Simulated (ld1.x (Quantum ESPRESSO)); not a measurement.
**A PAW potential for Co, from input to tests**

Aim: build the potential from the settings below, then test how well it stands in for the atom: other configurations, scattering, ghost states and the plane-wave cutoff that it needs.

The numbers are computed with ld1.x (Quantum ESPRESSO) 7.5 (PBEsol, scalar-relativistic, spin-unpolarised reference atom).

## (1) The design

Typed settings, in words:

| Property | Result |
| --- | --- |
| element | cobalt (Co, Z = 27) |
| type | PAW |
| frozen core | [Ne] |
| valence charge | 17 |
| reference configuration | 3s2 3p6 3d6 4s0 4p0 (charge +3) |
| partial waves | 3s (bound): rcut 1.30, rcutus 1.45 bohr; 4s (bound, empty): rcut 1.30, rcutus 1.45 bohr; 3p (bound): rcut 1.20, rcutus 1.40 bohr; 4p (bound, empty): rcut 1.20, rcutus 1.40 bohr; 3d (bound): rcut 1.45, rcutus 1.75 bohr; 3d channel at 2.4 Ry: rcut 1.45, rcutus 1.75 bohr |
| local potential | all-electron potential smoothed inside 1.75 bohr (lloc = -1) |
| core correction | a·sin(br)/r model core inside 0.85 bohr |
| augmentation charge | PSQ, inside the norm-conserving radii |

The nodes and maxima of the atom's own shells, from an earlier all-electron run, set the scale for the radii.

All-electron outer shells of the reference configuration (PBEsol, scalar-relativistic, ld1.x):

```json
{"shell": "2p", "level (eV)": "-808.66", "outermost node (bohr)": "–", "outermost maximum (bohr)": "0.17"}
{"shell": "3s", "level (eV)": "-140.43", "outermost node (bohr)": "0.31", "outermost maximum (bohr)": "0.66"}
{"shell": "3p", "level (eV)": "-103.59", "outermost node (bohr)": "0.28", "outermost maximum (bohr)": "0.67"}
{"shell": "3d", "level (eV)": "-45.13", "outermost node (bohr)": "–", "outermost maximum (bohr)": "0.66"}
{"shell": "4s", "level (eV)": "-32.12", "outermost node (bohr)": "0.94", "outermost maximum (bohr)": "1.95"}
{"shell": "4p", "level (eV)": "-24.53", "outermost node (bohr)": "1.00", "outermost maximum (bohr)": "2.23"}
{"shell": "4f", "level (eV)": "-8.47", "outermost node (bohr)": "–", "outermost maximum (bohr)": "4.39"}
```

## (2) The generation run

File Co.in:

```
 &input
   title='Co', zed=27., rel=1, dft='PBESOL', iswitch=3,
   config='[Ar] 3d6 4s0 4p0',
   nld=3, rlderiv=1.90, eminld=-12.0, emaxld=5.0, deld=0.04
 /
 &inputp
   pseudotype=3, lpaw=.true., tm=.true., lloc=-1, rcloc=1.75,
   nlcc=.true., rcore=0.85,
   which_augfun='PSQ', rmatch_augfun_nc=.true.,
   file_pseudopw='Co.UPF', file_wfcaegen='ae.wfc', file_wfcncgen='nc.wfc', file_beta='beta', file_chi='chi', file_wfcusgen='us.wfc'
 /
6
3S  1  0   2.00   0.00  1.30  1.45  0.0
4S  2  0   0.00   0.00  1.30  1.45  0.0
3P  2  1   6.00   0.00  1.20  1.40  0.0
4P  3  1   0.00   0.00  1.20  1.40  0.0
3D  3  2   6.00   0.00  1.45  1.75  0.0
3D  3  2   0.00   2.40  1.45  1.75  0.0
 &test
   configts(1)='3s2 3p6 3d6 4s0 4p0'
 /
```

Started as:

```console
$ ld1.x < Co.in > Co.out
```

The output, Co.out (without the banner and most projector matrices):

```text
     Program LD1 v.7.5
     --------------------------- All-electron run ----------------------------

     Co
     scalar relativistic calculation

     atomic number is 27.00
     dft =PBESOL   lsd =0 sic =0 latt =0  beta=0.20 tr2=1.0E-14
     Exchange-correlation= PBESOL
                           (   1   4  10   8   0   0   0)
     mesh =1193 r(mesh) =  99.89935 a.u. xmin = -7.00 dx = 0.01250
     1 Ry =  13.60569312 eV, c = 137.03599908

     n l     nl                  e(Ry)          e(Ha)          e(eV)
     1 0     1S 1( 2.00)      -560.4033      -280.2017     -7624.6759
     2 0     2S 1( 2.00)       -68.8900       -34.4450      -937.2959
     2 1     2P 1( 6.00)       -59.4356       -29.7178      -808.6620
     3 0     3S 1( 2.00)       -10.3214        -5.1607      -140.4298
     3 1     3P 1( 6.00)        -7.6136        -3.8068      -103.5887
     3 2     3D 1( 6.00)        -3.3170        -1.6585       -45.1304
     4 0     4S 1( 0.00)        -2.3608        -1.1804       -32.1204
     4 1     4P 1( 0.00)        -1.8028        -0.9014       -24.5283

     final scf error:  7.7E-15 reached in  22 iterations

     Etot =   -2779.279464 Ry,   -1389.639732 Ha,  -37814.023495 eV

     Ekin =    2815.042459 Ry,    1407.521230 Ha,   38300.603828 eV
     Encl =   -6593.429567 Ry,   -3296.714783 Ha,  -89708.179310 eV
     Eh   =    1113.175524 Ry,     556.587762 Ha,   15145.524576 eV
     Exc  =    -114.067881 Ry,     -57.033941 Ha,   -1551.972588 eV

     normalization and overlap integrals

     s(1S/1S) =  1.000000  <r> =   0.0562  <r2> =    0.0043  r(max) =   0.0366
     s(2S/2S) =  1.000000  <r> =   0.2557  <r2> =    0.0772  r(max) =   0.2131
     s(2P/2P) =  1.000000  <r> =   0.2251  <r2> =    0.0622  r(max) =   0.1723
     s(3S/3S) =  1.000000  <r> =   0.7690  <r2> =    0.6817  r(max) =   0.6648
     s(3P/3P) =  1.000000  <r> =   0.8058  <r2> =    0.7633  r(max) =   0.6731
     s(3D/3D) =  1.000000  <r> =   0.9389  <r2> =    1.1135  r(max) =   0.6565
     s(4S/4S) =  1.000000  <r> =   2.1892  <r2> =    5.4099  r(max) =   1.9477
     s(4P/4P) =  1.000000  <r> =   2.5194  <r2> =    7.1904  r(max) =   2.2348

     ------------------------ End of All-electron run ------------------------

     --------------------- Generating PAW atomic setup --------------------

      Generating local potential from pseudized AE potential:
      Matching radius rcloc =   1.7500

      Local pseudo, rcloc= 1.740 Estimated cut-off energy=     7.55 Ry

      Computing core charge for nlcc:

       r > 0.85 : true rho core
       r < 0.85 : rho core = a sin(br)/r    a=   0.09  b=   3.41

      Integrated core pseudo-charge :   0.02
      Wfc-us  3S rcutus= 1.461  Estimated cut-off energy=    26.27 Ry
      Wfc-us  4S rcutus= 1.461  Estimated cut-off energy=    54.67 Ry
      Wfc-us  3P rcutus= 1.390  Estimated cut-off energy=    44.05 Ry
      Wfc-us  4P rcutus= 1.390  Estimated cut-off energy=    83.78 Ry
      Wfc-us  3D rcutus= 1.740  Estimated cut-off energy=    39.42 Ry
      Wfc-us  3D rcutus= 1.740  Estimated cut-off energy=    37.47 Ry

     Required augmentation: PSQ   radius:    1.750000

     Q pseudized with Bessel functions
     Expected ecutrho=     226.0952 due to l1=  1   l2=  2

     Estimated PAW energy = -369.073101 Ryd

     The PAW screened D coefficients
    -3.63696     1.61869     0.00000     0.00000     0.00000     0.00000
     1.61869     0.41238     0.00000     0.00000     0.00000     0.00000
     0.00000     0.00000    -6.10098    -1.33169     0.00000     0.00000
     0.00000     0.00000    -1.33169    -2.34840     0.00000     0.00000
     0.00000     0.00000     0.00000     0.00000    -3.29739    -0.19250
     0.00000     0.00000     0.00000     0.00000    -0.19250     0.58111

     The PAW descreened D coefficients (US)
    -3.87262    -2.80644     0.00000     0.00000     0.00000     0.00000
    -2.80644    -2.05024     0.00000     0.00000     0.00000     0.00000
     0.00000     0.00000    -2.32171    -2.68652     0.00000     0.00000
     0.00000     0.00000    -2.68652    -5.40952     0.00000     0.00000
     0.00000     0.00000     0.00000     0.00000     3.19403     2.68914
     0.00000     0.00000     0.00000     0.00000     2.68914     1.60262

     ------------------- End of pseudopotential generation -------------------

     [... the all-electron block is printed once more ...]


     Computing logarithmic derivative in   1.91158
     Computing logarithmic derivative in   1.91158
     Computing the partial wave expansion
     R is outside the sphere for l=    0 j= 0.00
     R is outside the sphere for l=    0 j= 0.00
     R is outside the sphere for l=    1 j= 0.00
     R is outside the sphere for l=    1 j= 0.00
     R is outside the sphere for l=    2 j= 0.00
     R is outside the sphere for l=    2 j= 0.00

     ---------------------- Testing the pseudopotential ----------------------

     Co
     scalar relativistic calculation

     atomic number is 27.00   valence charge is 17.00
     dft = SLA  PW   PSX  PSC   lsd =0 sic =0 latt =0  beta=0.20 tr2=1.0E-14
     mesh =1193 r(mesh) =  99.89935 xmin = -7.00 dx = 0.01250

     n l     nl             e AE (Ry)        e PS (Ry)    De AE-PS (Ry)
     1 0     3S   1( 2.00)      -10.32140      -10.32140       -0.00000
     2 1     3P   1( 6.00)       -7.61363       -7.61363       -0.00000
     3 2     3D   1( 6.00)       -3.31702       -3.31702        0.00000
     2 0     4S   1( 0.00)       -2.36080       -2.36081        0.00000
     3 1     4P   1( 0.00)       -1.80280       -1.80279       -0.00000

     eps = 2.8E-15  iter =  6

     Etot =   -2779.279464 Ry,   -1389.639732 Ha,  -37814.023495 eV
     Etotps =  -369.073098 Ry,    -184.536549 Ha,   -5021.495306 eV

     Ekin =     323.428772 Ry,     161.714386 Ha,    4400.472622 eV
     Encl =    -787.115722 Ry,    -393.557861 Ha,  -10709.254971 eV
     Ehrt =     208.681735 Ry,     104.340867 Ha,    2839.259646 eV
     Ecxc =    -114.067882 Ry,     -57.033941 Ha,   -1551.972603 eV
     (Ecc =      -0.011082 Ry,      -0.005541 Ha,      -0.150781 eV)

     ---------------------- End of pseudopotential test ----------------------
```

Run time: 2.2 s. Hardware: 1 thread, shared host. This counts the later configuration tests of the new file too.

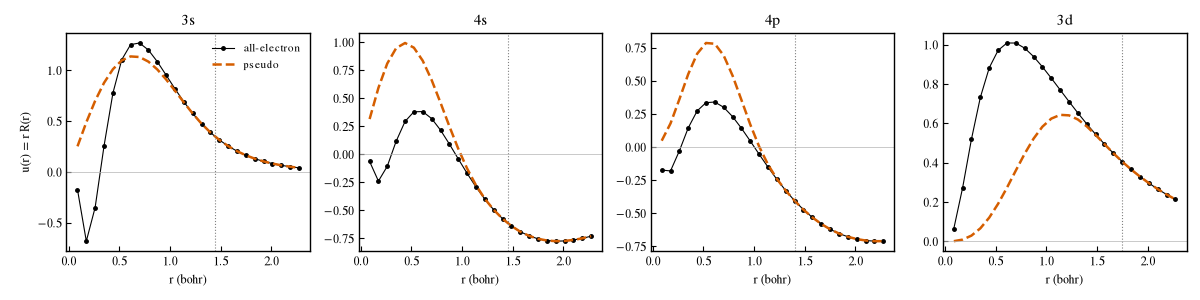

All-electron and pseudo partial waves (3s, 4s, 4p, 3d), with the matching radii dotted. The curves join 26 sampled radii, too few to resolve the innermost nodes.

## (3) Transferability test

File Co.test.in:

```
 &input
   title='Co', zed=27., rel=1, dft='PBESOL', iswitch=2,
   config='[Ar] 3d6 4s0 4p0'
 /
 &test
   file_pseudo='Co.UPF', nconf=8,
   configts(1)='3s2 3p6 3d6 4s0 4p0',
   configts(2)='3s2 3p6 3d7 4s2 4p0',
   configts(3)='3s2 3p6 3d7 4s1 4p0',
   configts(4)='3s2 3p6 3d7 4s0 4p0',
   configts(5)='3s2 3p6 3d7 4s1.5 4p0',
   configts(6)='3s2 3p6 3d7 4s0 4p1',
   configts(7)='3s2 3p6 3d6 4s2 4p0',
   configts(8)='3s2 3p5 3d7 4s2 4p0'
 /
```

Started as:

```console
$ ld1.x < Co.test.in > Co.test.out
```

Co.test.out, the pseudopotential blocks, each with the warnings that came before it:

```text
     ---------------------- Testing the pseudopotential ----------------------

     Co
     scalar relativistic calculation

     atomic number is 27.00   valence charge is 17.00
     dft =SLA  PW   PSX  PSC   lsd =0 sic =0 latt =0  beta=0.20 tr2=1.0E-14
     mesh =1193 r(mesh) =  99.89935 xmin = -7.00 dx = 0.01250

     n l     nl             e AE (Ry)        e PS (Ry)    De AE-PS (Ry)
     1 0     3S   1( 2.00)      -10.32140      -10.32140       -0.00000
     2 1     3P   1( 6.00)       -7.61363       -7.61363       -0.00000
     3 2     3D   1( 6.00)       -3.31702       -3.31702        0.00000
     2 0     4S   1( 0.00)       -2.36080       -2.36081        0.00000
     3 1     4P   1( 0.00)       -1.80280       -1.80279       -0.00000

     eps = 1.0E-15  iter =  6

     Etot =   -2779.279464 Ry,   -1389.639732 Ha,  -37814.023495 eV
     Etotps =  -369.073098 Ry,    -184.536549 Ha,   -5021.495308 eV

     Ekin =     323.428772 Ry,     161.714386 Ha,    4400.472620 eV
     Encl =    -787.115722 Ry,    -393.557861 Ha,  -10709.254971 eV
     Ehrt =     208.681735 Ry,     104.340867 Ha,    2839.259646 eV
     Ecxc =    -114.067882 Ry,     -57.033941 Ha,   -1551.972603 eV
     (Ecc =      -0.011082 Ry,      -0.005541 Ha,      -0.150781 eV)

     ---------------------- End of pseudopotential test ----------------------

     Warning: n=1, l=0 expected 0 nodes, found 1
     Warning: n=2, l=1 expected 0 nodes, found 1
     Warning: n=3, l=2 expected 0 nodes, found 1
     ---------------------- Testing the pseudopotential ----------------------

     Co
     [...]
     n l     nl             e AE (Ry)        e PS (Ry)    De AE-PS (Ry)
     1 0     3S   1( 2.00)       -7.50696       -7.50036       -0.00660  !
     2 1     3P   1( 6.00)       -4.81492       -4.80850       -0.00642  !
     3 2     3D   1( 7.00)       -0.60486       -0.59845       -0.00641  !
     2 0     4S   1( 2.00)       -0.40343       -0.40293       -0.00050
     3 1     4P   1( 0.00)       -0.09167       -0.09137       -0.00030

     eps = 5.8E-15  iter = 25

     Etot =   -2783.805460 Ry,   -1391.902730 Ha,  -37875.602796 eV
     Etotps =  -373.595532 Ry,    -186.797766 Ha,   -5083.026162 eV
     dEtot_ae =      -4.525995 Ry
     dEtot_ps =      -4.522434 Ry,   Delta E=      -0.003561 Ry

     [...]
     ---------------------- End of pseudopotential test ----------------------
```

6 tests gave no usable energy difference (3s2 3p6 3d7 4s1 4p0; 3s2 3p6 3d7 4s0 4p0; 3s2 3p6 3d7 4s1.5 4p0; 3s2 3p6 3d7 4s0 4p1; others); the test run stopped with "negative rho".

Energies count from the reference configuration 3s2 3p6 3d6 4s0 4p0; the error is all-electron less pseudo. A star marks tests that logged a warning. The frozen-core shift comes from a second all-electron run, not shown, with the core orbitals held at their reference shape; it is that run's ΔE less the relaxed one.

```csv
valence configuration,charge,ΔE all-electron (eV),error AE − PS (meV),frozen-core shift (meV)
3s2 3p6 3d7 4s2 4p0 *,0,-61.579,-48,+0.6
```

## (4) Scattering by logarithmic derivatives

Taken from the files of the generation run. The phase is arctan(r·u′/u) with u = r·R, unwrapped, with energies in Ry. A pole is an energy at which the radial function vanishes at the test radius. The pseudo phase is shifted by a multiple of π to meet the all-electron one at the reference energy. Levels narrower than the energy grid can be missing from the poles. The last column is the largest difference on the grid between −1 and +1 Ry.

| channel | radius (bohr) | reference (Ry) | poles AE | poles PS | window around the reference with phases within 0.05 rad (Ry) | largest difference near zero (rad) |
| --- | --- | --- | --- | --- | --- | --- |
| s | 1.91 | -2.36 | -10.26, 2.61 | -10.26, 2.47 | the whole range | 0.004 |
| p | 1.91 | -1.80 | -7.49, 4.00 | -7.49, 3.96 | the whole range | 0.001 |
| d | 1.91 | -3.32 | -2.98 | -2.96 | -3.6 to -0.5 | 0.091 |

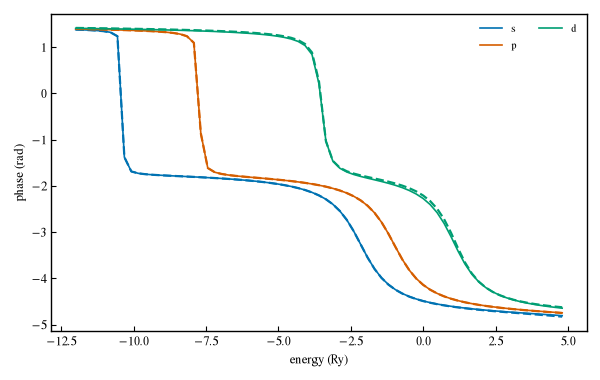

All-electron (solid) and pseudo (dashed) phases against energy.

## (5) Plane-wave convergence, by spherical Bessel functions

This step uses the generator's waves and projectors in a separate script. Basis: spherical Bessel functions vanishing at 20 bohr, q² up to the cutoff; potential fixed at the reference.

All-electron valence levels (Ry): 3s -10.3214, 4s -2.3608, 3p -7.6136, 4p -1.8028, 3d -3.3170. The lowest levels of each channel (Ry) by cutoff; the last column sums, over occupied levels, occupation times the distance from the level at 400 Ry. A positive value at high cutoff is not a bound level.

| cutoff (Ry) | s #1 | s #2 | p #1 | p #2 | d #1 | f #1 | Σ f·Δε (mRy) |
| --- | --- | --- | --- | --- | --- | --- | --- |
| 8 | -9.7891 | -2.0000 | -5.7416 | -1.3859 | -1.0589 | -0.6180 | 25846.8 |
| 12 | -10.1546 | -2.1114 | -6.7734 | -1.5180 | -1.0742 | -0.6197 | 18833.0 |
| 21 | -10.3098 | -2.2233 | -7.4680 | -1.6298 | -3.1979 | -0.6204 | 1613.4 |
| 30 | -10.3204 | -2.2949 | -7.5915 | -1.6728 | -3.3100 | -0.6205 | 177.8 |
| 45 | -10.3211 | -2.3582 | -7.6127 | -1.7346 | -3.3166 | -0.6205 | 10.3 |
| 50 | -10.3213 | -2.3607 | -7.6128 | -1.7558 | -3.3169 | -0.6205 | 7.3 |
| 55 | -10.3214 | -2.3608 | -7.6128 | -1.7756 | -3.3170 | -0.6205 | 6.1 |
| 80 | -10.3214 | -2.3614 | -7.6136 | -1.8019 | -3.3171 | -0.6205 | 0.9 |
| 100 | -10.3214 | -2.3615 | -7.6136 | -1.8028 | -3.3172 | -0.6205 | 0.5 |
| 400 | -10.3214 | -2.3616 | -7.6137 | -1.8034 | -3.3172 | -0.6205 | 0.0 |

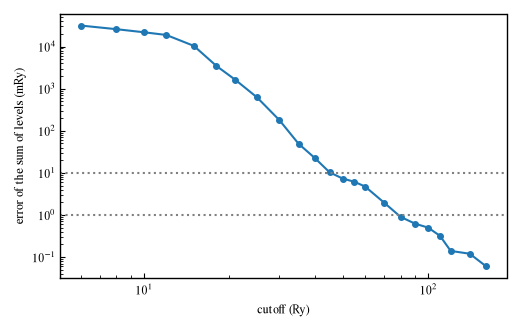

Occupation-weighted error of the valence levels against the cutoff; the dotted lines mark 10 and 1 mRy.

The sum stays within 10 mRy from 50 Ry and within 1 mRy from 80 Ry. The sum leaves out empty levels, which can need more. Ghost test: no level below the all-electron spectrum of its channel (s, p, d, f tested).

## (6) Summary of results

| quantity | value |
| --- | --- |
| cutoffs for 10 and 1 mRy, occupied levels | 50 Ry and 80 Ry |
| bound ghosts | none found |
| largest test error (AE − PS) | -48 meV, for 3s2 3p6 3d7 4s2 4p0 (this test logged a warning) (6 tests unsolved) |
| largest phase difference near zero energy, channels read | 0.091 rad |
| lowest eigenvalue of the overlap (Bessel basis) | 0.112 (p) |
| density cutoff estimated by the generator | 226 Ry |

By total energies transferability is fair where solved: the largest error is 48 meV on 61.6 eV, for 3s2 3p6 3d7 4s2 4p0. Freezing the core alone would shift it much less, so the error comes from the pseudisation. The test run broke off, so later configurations gave nothing; the verdict rests on few tests. By its cutoff, 50 Ry for the looser tolerance, it is of middling hardness. The slowest occupied level is 3p: taken alone it needs 50 Ry to come within 1 mRy, against 40 Ry for 3d. That counts occupied waves only; other projectors can need more. The Bessel-basis test finds no level below the valence levels. Near zero energy the largest phase difference among the channels read is 0.09 rad, in the d channel.
